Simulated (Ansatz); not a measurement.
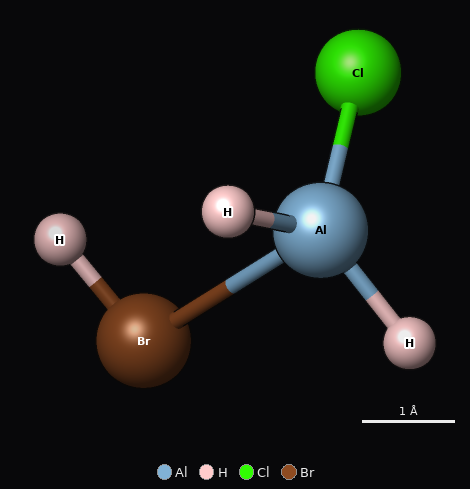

*The structure as given in the input (ball-and-stick view, seen at a tilt). Sticks mark near contacts.*

Nudged elastic band of AlH3BrCl

- system: AlH3BrCl
- method: RKS B3LYP-D4/def2-SVP (Ansatz 0.2.0)

It belongs to a series of runs on one base structure; here: band between the two ends.

**The input**
```yaml
crystal:
  periodic: [false, false, false]
  atoms:
    - { symbol: Al, position_ang: [0.059747, 0.215166, 0.029511] }
    - { symbol: H, position_ang: [0.149288, 0.944038, 1.426318] }
    - { symbol: H, position_ang: [1.291002, -0.049392, -0.92054] }
    - { symbol: Cl, position_ang: [-1.891023, 0.048399, -0.811518] }
    - { symbol: Br, position_ang: [0.23597, -2.409186, 1.144387] }
    - { symbol: H, position_ang: [-0.902285, -2.251724, 2.001542] }
basis:
  gaussian: { orbitals: def2-SVP }
hamiltonian:
  xc: b3lyp
  dispersion: d4
neb:
  order_check: false
  images: 7
  f_tol: 0.05
  max_iterations: 60
  final_atoms:
    - { symbol: Al, position_ang: [0.00164316, -0.73926349, -0.23848111] }
    - { symbol: H, position_ang: [-0.54718123, 0.2446406, 1.88259663] }
    - { symbol: H, position_ang: [1.33507614, 0.06336353, -0.38356117] }
    - { symbol: Cl, position_ang: [-1.83103492, 0.1405827, -0.79680104] }
    - { symbol: Br, position_ang: [0.02626011, -2.93940029, 0.27659655] }
    - { symbol: H, position_ang: [-0.04206426, -0.27262205, 2.12935013] }
  initial_path:
    images:
      - { positions_ang: [[0.059747, 0.215166, 0.029511], [0.149288, 0.944038, 1.426318], [1.291002, -0.049392, -0.92054], [-1.891023, 0.048399, -0.811518], [0.23597, -2.409186, 1.144387], [-0.902285, -2.251724, 2.001542]] }
      - { positions_ang: [[0.03623808, 0.16357673, 0.02199056], [0.10045756, 0.71138547, 1.54708538], [1.29794759, -0.01397417, -0.88352227], [-1.90695208, 0.0073239, -0.89041428], [0.12073056, -2.44542852, 1.07303359], [-0.70572271, -1.92558241, 2.00152702]] }
      - { positions_ang: [[0.01272916, 0.11198746, 0.01447011], [0.05162712, 0.47873295, 1.66785277], [1.30489318, 0.02144365, -0.84650454], [-1.92288116, -0.0337512, -0.96931056], [0.00549113, -2.48167104, 1.00168019], [-0.50916043, -1.59944083, 2.00151204]] }
      - { positions_ang: [[-0.01077976, 0.06039819, 0.00694967], [0.00279668, 0.24608042, 1.78862015], [1.31183878, 0.05686148, -0.80948682], [-1.93881024, -0.07482629, -1.04820684], [-0.10974831, -2.51791356, 0.93032678], [-0.31259814, -1.27329924, 2.00149705]] }
      - { positions_ang: [[-0.03428869, 0.00880893, -0.00057077], [-0.04603376, 0.0134279, 1.90938753], [1.31878437, 0.0922793, -0.77246909], [-1.95473932, -0.11590139, -1.12710312], [-0.22498774, -2.55415608, 0.85897338], [-0.11603585, -0.94715765, 2.00148207]] }
      - { positions_ang: [[-0.02530572, -0.17820918, -0.06004836], [-0.17132063, 0.07123107, 1.90268981], [1.32285731, 0.08505036, -0.67524211], [-1.92381322, -0.05178037, -1.0445276], [-0.16217578, -2.65046713, 0.71337917], [-0.09754295, -0.77852375, 2.03344909]] }
      - { positions_ang: [[-0.01632276, -0.36522728, -0.11952594], [-0.29660749, 0.12903425, 1.89599208], [1.32693025, 0.07782142, -0.57801513], [-1.89288712, 0.01234065, -0.96195208], [-0.09936382, -2.74677819, 0.56778496], [-0.07905005, -0.60988985, 2.0654161]] }
      - { positions_ang: [[-0.0073398, -0.55224538, -0.17900352], [-0.42189436, 0.18683742, 1.88929436], [1.33100319, 0.07059247, -0.48078815], [-1.86196102, 0.07646167, -0.87937656], [-0.03655185, -2.84308924, 0.42219076], [-0.06055716, -0.44125595, 2.09738312]] }
      - { positions_ang: [[0.00164316, -0.73926349, -0.23848111], [-0.54718123, 0.2446406, 1.88259663], [1.33507614, 0.06336353, -0.38356117], [-1.83103492, 0.1405827, -0.79680104], [0.02626011, -2.93940029, 0.27659655], [-0.04206426, -0.27262205, 2.12935013]] }
```

Launch command:
```bash
ansatz run input.yaml --threads 2 --pin off --max-ram 3072MiB --backend cpu --events-out ev --progress --plain --runs-dir out
```

**Log**
```
Engine: ansatz 0.2.0, aarch64-unknown-linux-gnu
Functional definition: B3LYP
  parameter a0 = 0.2
  parameter ax = 0.72
  parameter ac = 0.81
  exchange = (1 - a0 - ax)*slater_x + ax*b88_x + a0*exact_x
  correlation = (1 - ac)*vwn_rpa_c + ac*lyp_c
837 factors; integrals over basis functions are off by at most 4.5e-4 eV
mean field evaluation 1: about -89202.9783 eV, gradient 1.6e1 eV
mean field evaluation 2: about -89203.3988 eV, gradient 1.2e1 eV
mean field evaluation 4: about -89203.7493 eV, gradient 3.7e-1 eV
mean field evaluation 8: about -89203.7561 eV, gradient 1.4e-2 eV
mean field -89203.75613168 eV, -3278.1775733615 hartree, gradient 2.9e-5 eV, S^2 0.000000; 0 other end points of the search recorded, 0 dependent functions left out
the calculation of the forces begins
reference -89203.75638412 eV, -3278.1775826387 hartree; 34, 34 occupied and 49, 49 virtual orbitals, 837 factors
837 factors; integrals over basis functions are off by at most 6.9e-4 eV
mean field evaluation 16: about -89204.4621 eV, gradient 1.4e1 eV
mean field -89204.92990839 eV, -3278.2207088601 hartree, gradient 6.8e-5 eV, S^2 0.000000; 0 other end points of the search recorded, 0 dependent functions left out
[... from here on the field's lines of each further geometry are left out, up to the last ...]
NEB iter   1: max|band force component| = 2.485e0 eV/Å  barrier→ = 0.8167 eV  barrier← = 1.9987 eV  Δτ_max = 0.2000 Å  (216 SCF iters)
NEB iter   2: max|band force component| = 6.704e-1 eV/Å  barrier→ = 0.2362 eV  barrier← = 1.4182 eV  Δτ_max = 0.2000 Å  (187 SCF iters)
NEB iter   3: max|band force component| = 1.828e0 eV/Å  barrier→ = 0.3776 eV  barrier← = 1.5596 eV  Δτ_max = 0.0982 Å  (180 SCF iters)
NEB iter   4: max|band force component| = 5.577e-1 eV/Å  barrier→ = 0.2284 eV  barrier← = 1.4104 eV  CI = image 4  Δτ_max = 0.1177 Å  (172 SCF iters)
NEB iter   5: max|band force component| = 1.532e-1 eV/Å  barrier→ = 0.1963 eV  barrier← = 1.3782 eV  CI = image 4  Δτ_max = 0.0700 Å  (165 SCF iters)
NEB iter   6: max|band force component| = 7.244e-2 eV/Å  barrier→ = 0.1926 eV  barrier← = 1.3746 eV  CI = image 4  Δτ_max = 0.0348 Å  (164 SCF iters)
the calculation of the forces begins
reference -89204.91061362 eV, -3278.2199997905 hartree; 34, 34 occupied and 49, 49 virtual orbitals, 839 factors
839 factors; integrals over basis functions are off by at most 1.9e-3 eV
mean field evaluation 480: about -89203.5547 eV, gradient 4.3e-2 eV
mean field -89203.55470894 eV, -3278.1701712126 hartree, gradient 7.1e-5 eV, S^2 0.000000; 1 other end points of the search recorded, 0 dependent functions left out
the calculation of the forces begins
reference -89203.55495213 eV, -3278.1701801494 hartree; 34, 34 occupied and 49, 49 virtual orbitals, 839 factors
NEB iter   7: max|band force component| = 3.058e-2 eV/Å  barrier→ = 0.1923 eV  barrier← = 1.3743 eV  CI = image 4  Δτ_max = 0.0000 Å  (335 SCF iters)
```

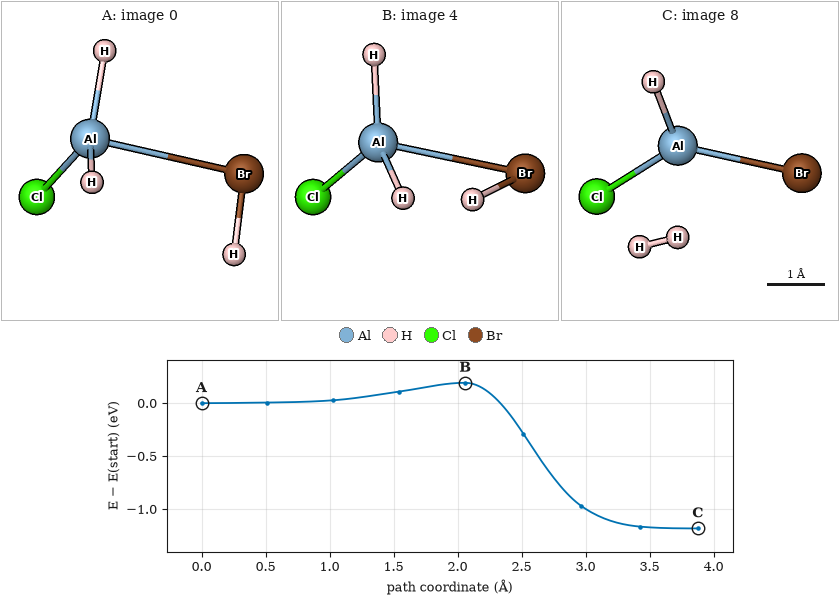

*Images of the last band (counted from 0; ball-and-stick, seen at a tilt) above the energy along the path; the line is a cubic interpolation that uses the forces.*

The highest image is number 4, 0.192 eV above the start and 1.374 eV above the end (the climbing image); the end lies 1.182 eV below the start. The path is 3.88 Å long. The band converged in 7 iterations.

```
Total energy: -89203.77192359 eV, -3278.1781537038 hartree
Atom 0 at    -0.077636    -0.102524     0.032901 Å, force    -0.015062     0.004112    -0.021845 eV/Å
Atom 1 at    -0.174421     0.178129     1.643666 Å, force    -0.001093     0.010278    -0.009732 eV/Å
Atom 2 at     1.303528     0.063830    -0.689756 Å, force    -0.006935    -0.003210     0.014425 eV/Å
Atom 3 at    -1.913075     0.114573    -0.988651 Å, force     0.016232     0.003124     0.013568 eV/Å
Atom 4 at    -0.052047    -2.575352     1.104726 Å, force     0.005135    -0.024824    -0.006147 eV/Å
Atom 5 at    -0.143649    -1.181354     1.766814 Å, force     0.001723     0.010520     0.009731 eV/Å
Dipole moment:     0.195472    -0.067508     0.259313 e Å
this run last wrote the band of iteration 7 to [file]
```

**The last band as extended XYZ (Å, eV, eV/Å)**
```
6
Properties=species:S:1:pos:R:3:forces:R:3 image=0 energy=-89203.96398
Al    0.0597    0.2152    0.0295    0.0012  -0.0023  -0.0034
H     0.1493    0.9440    1.4263    0.0013   0.0027   0.0010
H     1.2910   -0.0494   -0.9205    0.0017   0.0014  -0.0021
Cl   -1.8910    0.0484   -0.8115    0.0005  -0.0028   0.0057
Br    0.2360   -2.4092    1.1444   -0.0276   0.0084   0.0235
H    -0.9023   -2.2517    2.0015    0.0230  -0.0074  -0.0247
6
Properties=species:S:1:pos:R:3:forces:R:3 image=1 energy=-89203.95804
Al    0.0152    0.1885    0.0048    0.0075   0.0016  -0.0058
H     0.0265    0.7966    1.4621    0.0058   0.0061   0.0020
H     1.2985   -0.0364   -0.8836    0.0010   0.0034  -0.0020
Cl   -1.8698    0.1519   -0.9823   -0.0067  -0.0043   0.0006
Br    0.0933   -2.4793    1.0399   -0.0004   0.0063   0.0067
H    -0.6210   -2.1240    2.2289   -0.0072  -0.0132  -0.0016
6
Properties=species:S:1:pos:R:3:forces:R:3 image=2 energy=-89203.93657
Al   -0.0338    0.1315   -0.0015   -0.0053   0.0223  -0.0065
H    -0.0952    0.6140    1.5042    0.0087   0.0394  -0.0185
H     1.2995   -0.0001   -0.8297    0.0019   0.0025  -0.0162
Cl   -1.8682    0.1610   -1.0762    0.0046  -0.0007  -0.0084
Br   -0.0644   -2.5450    1.0178    0.0035   0.0114  -0.0093
H    -0.2952   -1.8642    2.2551   -0.0134  -0.0750   0.0589
6
Properties=species:S:1:pos:R:3:forces:R:3 image=3 energy=-89203.85471
Al   -0.0640    0.0570    0.0209   -0.0027   0.0517  -0.0048
H    -0.1493    0.4071    1.5707    0.0028   0.0786  -0.0298
H     1.2951    0.0317   -0.7699   -0.0068  -0.0022  -0.0236
Cl   -1.8949    0.1300   -1.0438    0.0069   0.0031  -0.0205
Br   -0.0683   -2.6150    1.0832    0.0047  -0.0218  -0.0132
H    -0.1760   -1.5135    2.0086   -0.0049  -0.1094   0.0919
6
Properties=species:S:1:pos:R:3:forces:R:3 image=4 energy=-89203.77168
Al   -0.0776   -0.1025    0.0329   -0.0151   0.0041  -0.0218
H    -0.1744    0.1781    1.6437   -0.0011   0.0103  -0.0097
H     1.3035    0.0638   -0.6898   -0.0069  -0.0032   0.0144
Cl   -1.9131    0.1146   -0.9887    0.0162   0.0031   0.0136
Br   -0.0520   -2.5754    1.1047    0.0051  -0.0248  -0.0061
H    -0.1436   -1.1814    1.7668    0.0017   0.0105   0.0097
6
Properties=species:S:1:pos:R:3:forces:R:3 image=5 energy=-89204.25309
Al   -0.0715   -0.3323   -0.0203    0.0183  -1.0553  -0.2771
H    -0.1946    0.0432    1.7386   -0.0061  -0.5432   0.3524
H     1.3004    0.1277   -0.6173   -0.0217   0.1279   0.2029
Cl   -1.8994    0.1364   -0.9579    0.0345   0.0771   0.1670
Br   -0.0301   -2.5996    0.9508    0.0323  -0.1005  -0.5429
H    -0.1621   -0.8782    1.7758   -0.0573   1.4940   0.0977
6
Properties=species:S:1:pos:R:3:forces:R:3 image=6 energy=-89204.93564
Al   -0.0509   -0.5557   -0.1260    0.0299  -0.4469  -0.2207
H    -0.2201    0.1118    1.8316   -0.0219   0.1651   0.1575
H     1.2858    0.1615   -0.5186   -0.0391   0.0161   0.1358
Cl   -1.8746    0.1547   -0.9098    0.0273   0.0024   0.1019
Br   -0.0110   -2.7068    0.7166    0.0282  -0.1972  -0.3808
H    -0.1865   -0.6681    1.8758   -0.0244   0.4606   0.2062
6
Properties=species:S:1:pos:R:3:forces:R:3 image=7 energy=-89205.12864
Al   -0.0319   -0.6778   -0.2125    0.0006  -0.0424  -0.0247
H    -0.2814    0.2538    1.8958   -0.0123   0.0424   0.0164
H     1.2891    0.1316   -0.4266    0.0033  -0.0099   0.0188
Cl   -1.8615    0.1300   -0.8732   -0.0002  -0.0092   0.0134
Br    0.0131   -2.8472    0.4507    0.0043  -0.0384  -0.0700
H    -0.1848   -0.4931    2.0355    0.0043   0.0576   0.0461
6
Properties=species:S:1:pos:R:3:forces:R:3 image=8 energy=-89205.14597
Al    0.0016   -0.7393   -0.2385   -0.0070  -0.0009   0.0005
H    -0.5472    0.2446    1.8826   -0.0004  -0.0029   0.0012
H     1.3351    0.0634   -0.3836    0.0059   0.0024  -0.0007
Cl   -1.8310    0.1406   -0.7968    0.0030  -0.0012   0.0029
Br    0.0263   -2.9394    0.2766   -0.0002  -0.0009  -0.0003
H    -0.0421   -0.2726    2.1294   -0.0014   0.0036  -0.0036
```

**Summary**

```tsv
quantity	value
outcome	converged
barrier, forward	0.192 eV
barrier, backward	1.374 eV
hardware	2 threads of Arm Neoverse N1, 54 GiB of memory available, shared host
wall time	2.8 min (CPU time 5.2 min)
peak memory	0.18 GiB
```

**Notes**

The order of the saddle point was not checked.
